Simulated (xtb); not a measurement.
# Run report: C2H3Al, geometry relaxation (part 2 of 2)

Continued. System: C2H3Al (AlH2(CCH)). Method: GFN2-xTB (xtb 6.7.1). The geometry comes from this level: GFN2-xTB.

Geometry of the input (Å):
```
Al 0.6367  1.1041  0.0083
H  2.1846  1.1684  0.0552
H  -0.0743  2.4816  -0.0254
C  -0.3372  -0.5779  -0.0070
C  -0.9425  -1.6299  -0.0126
H  -1.4673  -2.5463  -0.0184
```

Log, continued
```
          ...................................................
          :                      SETUP                      :
          :.................................................:
          :  # basis functions                  21          :
          :  # atomic orbitals                  20          :
          :  # shells                           10          :
          :  # electrons                        14          :
          :  max. iterations                   250          :
          :  Hamiltonian                  GFN2-xTB          :
          :  restarted?                      false          :
          :  GBSA solvation                  false          :
          :  PC potential                    false          :
          :  electronic temp.          300.0000000     K    :
          :  accuracy                    1.0000000          :
          :  -> integral cutoff          0.2500000E+02      :
          :  -> integral neglect         0.1000000E-07      :
          :  -> SCF convergence          0.1000000E-05 Eh   :
          :  -> wf. convergence          0.1000000E-03 e    :
          :  Broyden damping             0.4000000          :
          :  net charge                          0          :
          :  unpaired electrons                  0          :
          ...................................................

 iter      E             dE          RMSdq      gap      omega  full diag
   1     -6.9421790 -0.694218E+01  0.829E-06    5.03       0.0  T
   2     -6.9421790  0.950351E-13  0.562E-06    5.03    7260.2  T
   3     -6.9421790 -0.461853E-13  0.664E-06    5.03    6151.1  T

   *** convergence criteria satisfied after 3 iterations ***

         #    Occupation            Energy/Eh            Energy/eV
      -------------------------------------------------------------
         1        2.0000           -0.6092681             -16.5790
         2        2.0000           -0.5316450             -14.4668
         3        2.0000           -0.5018388             -13.6557
         4        2.0000           -0.4278697             -11.6429
         5        2.0000           -0.4265760             -11.6077
         6        2.0000           -0.4178800             -11.3711
         7        2.0000           -0.4122796             -11.2187 (HOMO)
         8                         -0.2276060              -6.1935 (LUMO)
         9                         -0.2275062              -6.1908
        10                         -0.2188656              -5.9556
        11                         -0.1870669              -5.0903
        12                         -0.1830399              -4.9808
       ...                                ...                  ...
        20                          1.2340219              33.5794
      -------------------------------------------------------------
                  HL-Gap            0.1846736 Eh            5.0252 eV
             Fermi-level           -0.3199428 Eh           -8.7061 eV

 SCC (total)                   0 d,  0 h,  0 min,  0.001 sec
 SCC setup                      ...        0 min,  0.000 sec (  2.951%)
 Dispersion                     ...        0 min,  0.000 sec (  0.945%)
 classical contributions        ...        0 min,  0.000 sec (  0.370%)
 integral evaluation            ...        0 min,  0.000 sec ( 26.859%)
 iterations                     ...        0 min,  0.000 sec ( 22.042%)
 molecular gradient             ...        0 min,  0.001 sec ( 43.009%)
 printout                       ...        0 min,  0.000 sec (  3.316%)

         :::::::::::::::::::::::::::::::::::::::::::::::::::::
         ::                     SUMMARY                     ::
         :::::::::::::::::::::::::::::::::::::::::::::::::::::
         :: total energy              -6.792634886441 Eh    ::
         :: gradient norm              0.000194319269 Eh/a0 ::
         :: HOMO-LUMO gap              5.025223988940 eV    ::
         ::.................................................::
         :: SCC energy                -6.942179269187 Eh    ::
         :: -> isotropic ES            0.025235613763 Eh    ::
         :: -> anisotropic ES          0.003905463018 Eh    ::
         :: -> anisotropic XC         -0.001525918526 Eh    ::
         :: -> dispersion             -0.002347106973 Eh    ::
         :: repulsion energy           0.149544382746 Eh    ::
         :: add. restraining           0.000000000000 Eh    ::
         :: total charge               0.000000000000 e     ::
         :::::::::::::::::::::::::::::::::::::::::::::::::::::

           -------------------------------------------------
          |                Numerical Hessian                |
           -------------------------------------------------
step length          :   0.00500
SCC accuracy         :   0.30000
Hessian scale factor :   1.00000
frozen atoms in %    :   0.00000    0
RMS gradient         :   0.00019
estimated CPU  time      0.00 min

writing file <hessian>.

 projected vibrational frequencies (cm⁻¹)
eigval :       -0.00    -0.00    -0.00     0.00     0.00     0.00
eigval :      140.19   152.98   455.41   554.82   652.48   690.49
eigval :      703.51   806.12  1762.07  1774.69  2113.83  3311.78
           -------------------------------------------------
          |                Property Printout                |
           -------------------------------------------------

    * Orbital Energies and Occupations

         #    Occupation            Energy/Eh            Energy/eV
      -------------------------------------------------------------
         1        2.0000           -0.6092681             -16.5790
         2        2.0000           -0.5316450             -14.4668
         3        2.0000           -0.5018388             -13.6557
         4        2.0000           -0.4278697             -11.6429
         5        2.0000           -0.4265760             -11.6077
         6        2.0000           -0.4178800             -11.3711
         7        2.0000           -0.4122796             -11.2187 (HOMO)
         8                         -0.2276060              -6.1935 (LUMO)
         9                         -0.2275062              -6.1908
        10                         -0.2188656              -5.9556
        11                         -0.1870669              -5.0903
        12                         -0.1830399              -4.9808
        13                         -0.1344718              -3.6592
        14                         -0.0537216              -1.4618
        15                         -0.0088099              -0.2397
        16                          0.1482223               4.0333
        17                          0.4625047              12.5854
        18                          0.7153626              19.4660
       ...                                ...                  ...
        20                          1.2340219              33.5794
      -------------------------------------------------------------
                  HL-Gap            0.1846736 Eh            5.0252 eV
             Fermi-level           -0.3199428 Eh           -8.7061 eV

     #   Z          covCN         q      C6AA      α(0)
     1  13 Al       2.605     0.381    93.868    19.802
     2   1 H        0.881    -0.141     7.278     4.223
     3   1 H        0.881    -0.141     7.271     4.221
     4   6 C        1.822    -0.124    34.648     9.510
     5   6 C        1.911    -0.049    32.427     9.197
     6   1 H        0.928     0.074     2.038     2.232

 Mol. C6AA /au·bohr⁶  :        775.166249
 Mol. C8AA /au·bohr⁸  :      32073.774204
 Mol. α(0) /au        :         49.185351

Wiberg/Mayer (AO) data.
largest (>0.10) Wiberg bond orders for each atom

 ---------------------------------------------------------------------------
     #   Z sym  total        # sym  WBO       # sym  WBO       # sym  WBO
 ---------------------------------------------------------------------------
     1  13 Al   3.054 --     4 C    1.014     3 H    0.905     2 H    0.905
                             5 C    0.210
     2   1 H    0.980 --     1 Al   0.905
     3   1 H    0.980 --     1 Al   0.905
     4   6 C    3.884 --     5 C    2.795     1 Al   1.014
     5   6 C    3.971 --     4 C    2.795     6 H    0.962     1 Al   0.210
     6   1 H    0.994 --     5 C    0.962
 ---------------------------------------------------------------------------

Topologies differ in total number of bonds
Writing topology from bond orders to xtbtopo.mol

molecular dipole:
                 x           y           z       tot (Debye)
 q only:       -0.145      -0.250      -0.002
   full:       -0.229      -0.396      -0.002       1.163
molecular quadrupole (traceless):
                xx          xy          yy          xz          yz          zz
 q only:       -0.979       0.599      -0.276      -0.076       0.028       1.255
  q+dip:       -1.142       3.615       3.073      -0.016       0.052      -1.931
   full:       -3.296       1.449      -1.606      -0.269       0.092       4.902

           -------------------------------------------------
          |                Geometry Summary                 |
           -------------------------------------------------

      molecular mass/u    :       54.0268326
   center of mass at/Å    :        0.0454675       0.0811567      -0.0000263
  moments of inertia/u·Å² :        0.3444189E+01   0.1089831E+03   0.1124272E+03
rotational constants/cm⁻¹ :        0.4894514E+01   0.1546811E+00   0.1499426E+00

 * 3 selected distances

     #   Z          #   Z                                           value/Å
     1  13 Al       2   1 H                                       1.5499865
     1  13 Al       3   1 H                                       1.5505894 (max)
     4   6 C        5   6 C                                       1.2137852 (min)

 * 2 distinct bonds (by element types)

   Z      Z             #   av. dist./Å        max./Å        min./Å
   6 C    6 C           1     1.2137852     1.2137852     1.2137852
   1 H   13 Al          2     1.5502879     1.5505894     1.5499865

           -------------------------------------------------
          |               Frequency Printout                |
           -------------------------------------------------
 projected vibrational frequencies (cm⁻¹)
eigval :       -0.00    -0.00    -0.00     0.00     0.00     0.00
eigval :      140.19   152.98   455.41   554.82   652.48   690.49
eigval :      703.51   806.12  1762.07  1774.69  2113.83  3311.78
 reduced masses (amu)
   1: 10.90   2: 11.28   3:  1.97   4: 22.73   5: 22.21   6: 18.94   7:  9.18   8: 10.61
   9:  5.43  10: 16.48  11:  4.49  12:  3.17  13:  3.63  14:  3.58  15:  2.38  16:  1.59
  17: 11.08  18:  2.43
 IR intensities (km·mol⁻¹)
   1:  0.38   2:  0.43   3:  0.03   4:  0.13   5:  0.06   6:  0.01   7:  0.27   8:  2.03
   9:115.08  10: 14.49  11: 69.80  12: 35.81  13:121.54  14:399.17  15:412.10  16:151.73
  17: 53.99  18:  3.81
 Raman intensities (Ä⁴*amu⁻¹)
   1:  0.00   2:  0.00   3:  0.00   4:  0.00   5:  0.00   6:  0.00   7:  0.00   8:  0.00
   9:  0.00  10:  0.00  11:  0.00  12:  0.00  13:  0.00  14:  0.00  15:  0.00  16:  0.00
  17:  0.00  18:  0.00
Molecule has the following symmetry elements: (C2) 2*(sigma)
It seems to be the C2v point group
 output can be read by thermo (or use thermo option).
 writing <g98.out> molden fake output.
 recommended (thermochemical) frequency scaling factor: 1.0
           -------------------------------------------------
          |             Thermodynamic Functions             |
           -------------------------------------------------

c2v symmetry found (for desy threshold:  0.10E+00) used in thermo

          ...................................................
          :                      SETUP                      :
          :.................................................:
          :  # frequencies                          12      :
          :  # imaginary freq.                       0      :
          :  linear?                             false      :
          :  only rotor calc.                    false      :
          :  symmetry                              c2v      :
          :  rotational number                       2      :
          :  scaling factor                  1.0000000      :
          :  rotor cutoff                   50.0000000 cm⁻¹ :
          :  imag. cutoff                  -20.0000000 cm⁻¹ :
          :.................................................:

    mode    ω/cm⁻¹     T·S(HO)/kcal·mol⁻¹    T·S(FR)/kcal·mol⁻¹   T·S(vib)
   ------------------------------------------------------------------------
       1    140.19    -0.83521 ( 98.41%)    -0.75066 (  1.59%)    -0.83386
       2    152.98    -0.78559 ( 98.87%)    -0.72484 (  1.13%)    -0.78490
   ------------------------------------------------------------------------

   temp. (K)  partition function   enthalpy   heat capacity  entropy
                                   cal/mol     cal/K/mol   cal/K/mol   J/K/mol
 298.15  VIB   5.39                 1371.673      9.564      7.941
         ROT  0.785E+04              888.752      2.981     20.802
         INT  0.423E+05             2260.425     12.545     28.744
         TR   0.384E+27             1481.254      4.968     37.866
         TOT                        3741.6794    17.5133    66.6093   278.6934

       T/K    H(0)-H(T)+PV         H(T)/Eh          T*S/Eh         G(T)/Eh
   ------------------------------------------------------------------------
    298.15    0.596275E-02    0.358485E-01    0.316482E-01    0.420030E-02
   ------------------------------------------------------------------------

         :::::::::::::::::::::::::::::::::::::::::::::::::::::
         ::                  THERMODYNAMIC                  ::
         :::::::::::::::::::::::::::::::::::::::::::::::::::::
         :: total free energy          -6.788434585011 Eh   ::
         ::.................................................::
         :: total energy               -6.792634886440 Eh   ::
         :: zero point energy           0.029885796717 Eh   ::
         :: G(RRHO) w/o ZPVE           -0.025685495287 Eh   ::
         :: G(RRHO) contrib.            0.004200301430 Eh   ::
         :::::::::::::::::::::::::::::::::::::::::::::::::::::

optimized geometry written to: xtbopt.xyz

           -------------------------------------------------
          | TOTAL ENERGY               -6.792634886440 Eh   |
          | TOTAL ENTHALPY             -6.756786344054 Eh   |
          | TOTAL FREE ENERGY          -6.788434585011 Eh   |
          | GRADIENT NORM               0.000194316301 Eh/α |
          | HOMO-LUMO GAP               5.025223800605 eV   |
           -------------------------------------------------

------------------------------------------------------------------------
------------------------------------------------------------------------
 total:
 *  cpu-time:     0 d,  0 h,  0 min,  0.076 sec
 * ratio c/w:     1.000 speedup
 SCF:
 *  cpu-time:     0 d,  0 h,  0 min,  0.003 sec
 * ratio c/w:     1.000 speedup
 ANC optimizer:
 *  cpu-time:     0 d,  0 h,  0 min,  0.004 sec
 * ratio c/w:     1.000 speedup
 analytical hessian:
 *  cpu-time:     0 d,  0 h,  0 min,  0.060 sec
 * ratio c/w:     1.000 speedup
```

File xtbopt.xyz
```
6
 energy: -6.792634886441 gnorm: 0.000194319269 xtb: 6.7.1
Al           0.63670580969313        1.10405668066350        0.00826585054945
H            2.18464631025785        1.16836865757508        0.05519033495959
H           -0.07428709497958        2.48162034464774       -0.02541407188786
C           -0.33722305012727       -0.57785824654604       -0.00700781432412
C           -0.94254857833461       -1.62991508690801       -0.01263386516758
H           -1.46730339656189       -2.54628234937992       -0.01840043407712
```

Standard error
```
normal termination of xtb
```

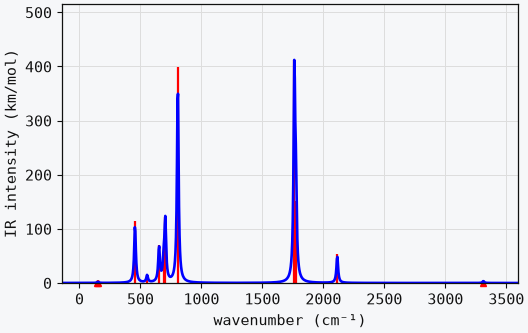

**Figure 1.** Harmonic infrared spectrum, unscaled: sticks (degenerate modes added up, dark ones marked on the axis) with a Lorentzian envelope of 16 cm⁻¹ full width, scaled to the tallest stick. 12 modes from 140 to 3312 cm⁻¹, none imaginary. The strongest line is at 1762 cm⁻¹ (412 km/mol). All modes, in cm⁻¹ (km/mol): 140 (0.3), 153 (2.0), 455 (115), 555 (14.5), 652 (70), 690 (36), 704 (122), 806 (399), 1762 (412), 1775 (152), 2114 (54), 3312 (3.8).

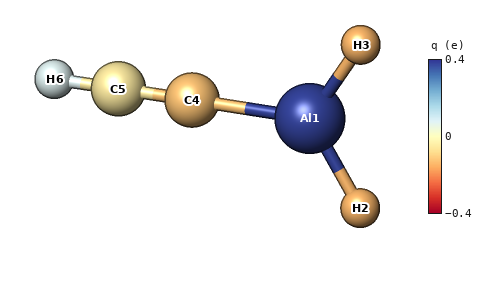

**Figure 2.** Mulliken charges, as the colour of each atom (ball-and-stick view, seen at a tilt; atoms are numbered from 1 in the order of the input). By element: Al +0.38, H −0.14 to +0.07 and C −0.12 to −0.05 e.

Key numbers

- outcome: converged
- electrons treated: 14
- total energy: −6.792635 hartree
- dispersion energy: −0.002347 hartree
- basis functions: 21
- HOMO: −11.22 eV
- LUMO: −6.19 eV
- zero-point energy: 0.029886 hartree
- dipole moment: 1.16 D
- wavenumbers, lowest and highest: 140 and 3312 cm⁻¹
- hardware: 1 thread of Intel Xeon @ 2.90GHz (Ice Lake), 192 GiB of memory available, shared host
- peak memory: 0.071 GiB
